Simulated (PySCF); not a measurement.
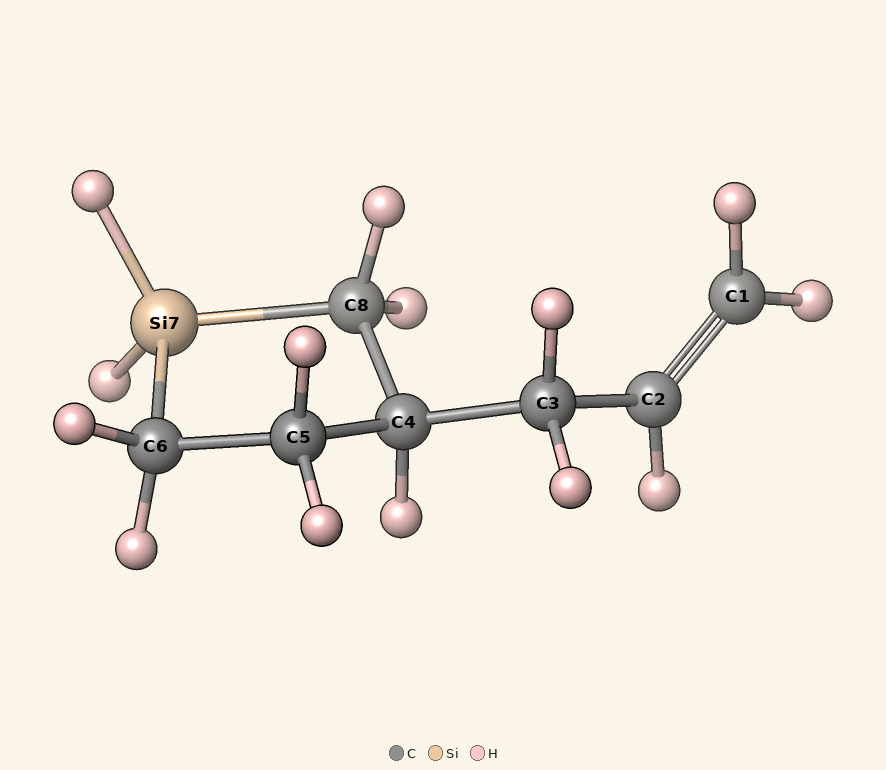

Distant atoms are faded towards the background colour. The geometry was computed by an optimisation with PBE0-D3(BJ)/def2-SVP. No frequency run is at hand to confirm it as a minimum.

### How is the 5-membered ring C4–C5–C6–Si7–C8 puckered?

It is a twist (half-chair). The Cremer–Pople amplitude Q is 0.43 Å.

### Give the torsion angles round the ring, beginning with the bond from its second to its third atom.

−37°, 13°, 13°, −36°, 50°.
